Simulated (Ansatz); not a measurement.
**A computed series for SiO2: pressure series**

Consider SiO$_{2}$ (space group P3_121, No. 152; a = 4.948 Å, c = 5.441 Å).

Cell and atoms are relaxed at each pressure.

The values are results of PBEsol/PAW in Ansatz (a quantum-chemistry and plane-wave program), spin-orbit coupling left out, earlier PAW set, not measurements.

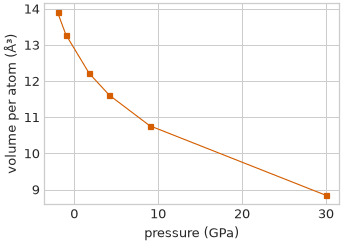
Fig. 1. Volume against pressure

Q: Estimate the zero-pressure bulk modulus from the plot.

A: About 32 GPa; a third-order Birch–Murnaghan fit to the points gives V₀ = 12.87 Å³/atom, B₀ = 32 GPa and B₀′ = 4.8.

Between the base and pressure 1.8 GPa the gap moves from 5.72 eV to 5.85 eV, a mean slope of 69 meV/GPa.

Load acts through the strain it causes; cell and atoms are relaxed under it. Whether these cells are dynamically stable was not tested. Competing high-pressure phases were not computed.
